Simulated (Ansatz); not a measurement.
# Cl₂H₄Si₂: what the fields show

```yaml
atoms:
  - { symbol: Si, position_ang: [0.4058, 0.0306, -0.0600] }
  - { symbol: Si, position_ang: [1.0124, -0.0137, 2.1986] }
  - { symbol: H, position_ang: [-0.2142, -0.2030, 3.0030] }
  - { symbol: H, position_ang: [1.9508, -1.1341, 2.4374] }
  - { symbol: H, position_ang: [1.6626, 1.2662, 2.5622] }
  - { symbol: H, position_ang: [1.5233, 0.1928, -1.0063] }
  - { symbol: Cl, position_ang: [-0.9000, 1.6040, -0.3634] }
  - { symbol: Cl, position_ang: [-0.5495, -1.7428, -0.5238] }
```

Level of theory: RKS BHLYP/def2-SVP in Ansatz 0.2.0.

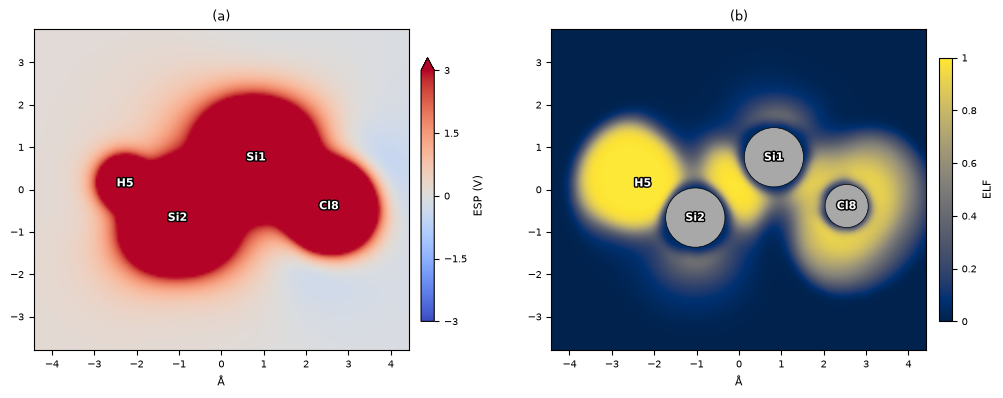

Figure 1. (a) molecular electrostatic potential; (b) ELF on the plane of atoms Si2, Si1 and Cl8. Grey discs cover the atomic cores in the ELF map.

**What does the map show?**

The section cuts through Si, H and Cl sites. Si–Cl (2.07 Å): the ELF peaks at about 0.90 between the atoms (a shared but strongly polarised pair). Si–Si (2.34 Å): the ELF peaks at about 1 between the atoms (a covalent bond). Si–H (1.48 Å): the ELF climbs to about 1 towards the hydrogen, as it does in any bond to H. The ELF also peaks beside Cl8, away from the bonds: lone-pair regions. Outside the dense part of the molecule the potential is most negative (−0.4 V) near Cl8.

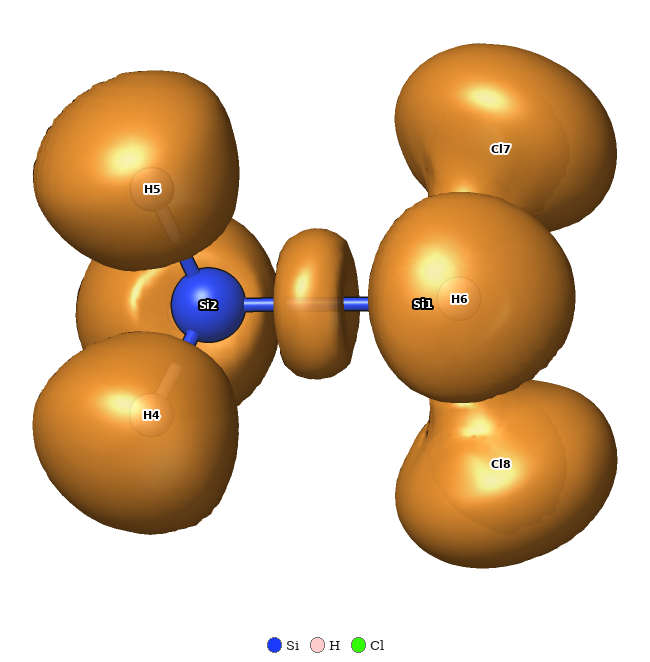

Figure 2. Isosurface of the electron localisation function at 0.8 (orange), seen across its widest extent. Core shells and regions of very low density are left out.

**Identify the bonds, lone pairs and shells in this picture.**

The surface consists of one region between bonded Si–Si atoms (shared pairs), four regions around hydrogen nuclei and two regions on Cl in which the atom's valence shell and bonds are merged.

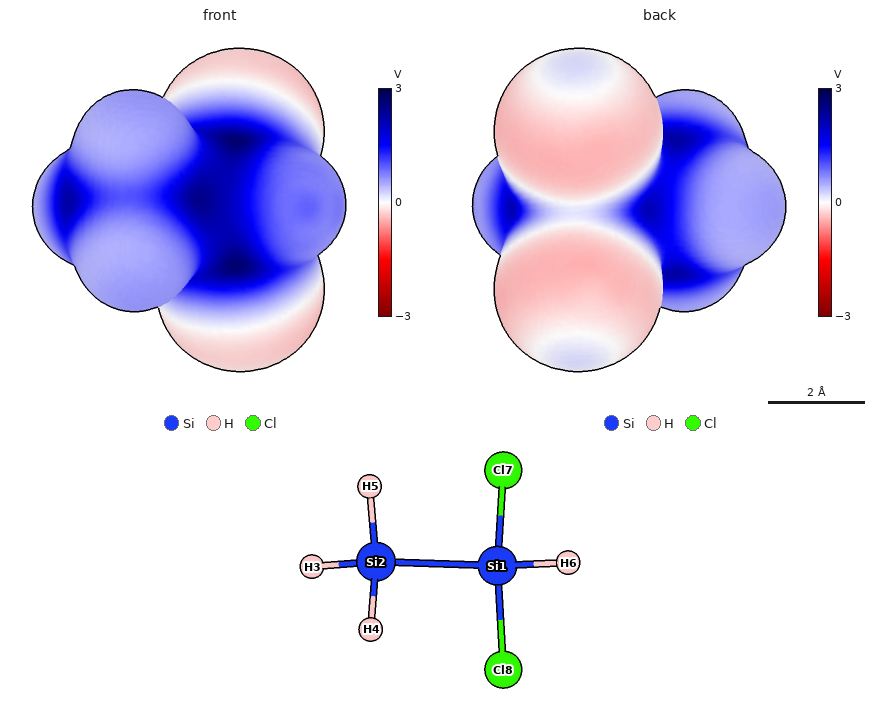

Figure 3. The electrostatic potential painted on the density surface at 0.004 e/bohr³, seen from the front and from behind; red is negative and blue positive. The bare structure is drawn below in the same view.

**Which sites attract a positive test charge, and which a negative one?**

A positive charge is drawn to the negative regions and a negative charge to the positive ones. The most negative region (about −0.4 V, or −9 kcal/mol for a unit charge) lies over Cl7 and Cl8, the most positive (about +2.6 V, or +60 kcal/mol for a unit charge) over Si1. Cl7 shows a σ-hole: about +0.2 V at the tip opposite its bond, against about −0.3 V on its flanks. Cl8 shows a σ-hole: about +0.2 V at the tip opposite its bond, against about −0.3 V on its flanks.
